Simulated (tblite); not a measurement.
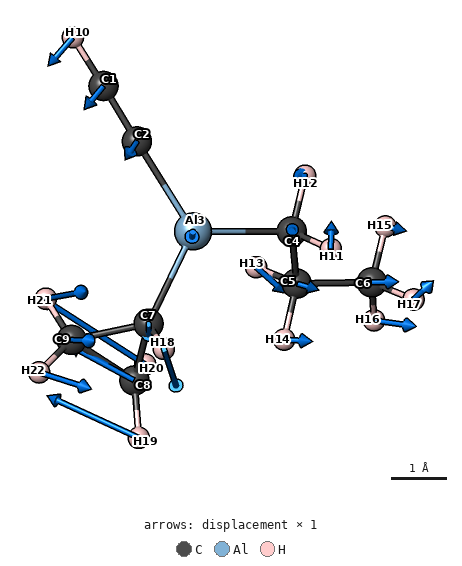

This is a relaxation of C8H13Al. The starting structure is drawn; blue arrows show the displacements, at their true length. The two geometries are superimposed by the best rigid fit.

Style: ball-and-stick. Shown at a tilt.

These are results of GFN2-xTB geometry optimisation, gas phase in tblite, not measurements. 

Describe the change and its energy.

Answer. The atom that moves furthest after the best rigid fit is H20 (2.40 Å). Largest moves by element: H 2.40 Å, C 1.39 Å, Al 0.51 Å. Some distances before and after: C8–H19 1.115 → 1.081 Å, C8–C9 1.512 → 1.484 Å, C6–H15 1.117 → 1.089 Å, C8–H20 1.109 → 1.084 Å. Among the angles between lasting bonds that change: H21–C9–H22 121.6° → 113.5°, C9–C8–H19 113.2° → 118.7°, C2–Al3–C7 119.2° → 114.6°. Groups turn about Al3–C7 by about 80°, Al3–C4 by about 30°. After 198 geometry steps the energy has fallen by 0.355 eV. The run took 2 s on 1 thread of Arm Neoverse V1 (shared host).
